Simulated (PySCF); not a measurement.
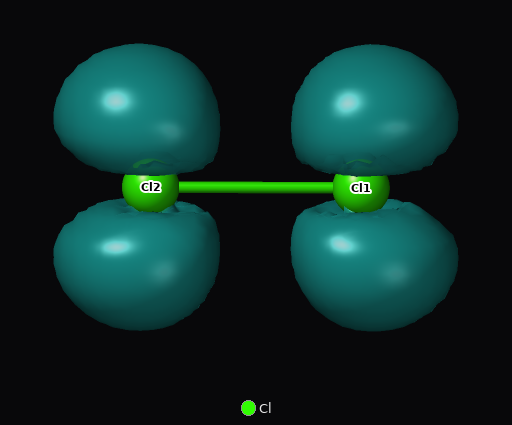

Figure 1: Cl$_{2}$ (charge +1, doublet). Isosurfaces of the spin density at +0.04 (teal) and −0.04 e/Å³ (pink), seen from one side.

These are results of PBE0/def2-TZVPPD, non-relativistic Hamiltonian with scalar-relativistic core potentials where named, at a bond length of 1.890 Å (PySCF 2.14.0), not measurements.

```tsv
atom	x (Å)	y (Å)	z (Å)
Cl	0.0000	0.0000	-0.9450
Cl	0.0000	0.0000	0.9450
```

**Where is the unpaired spin?**

The unpaired spin (1 electron) lies mostly on Cl1 (about 0.5) and Cl2 (about 0.5), in electrons by Hirshfeld's partition. Only one sign reaches the isovalue.
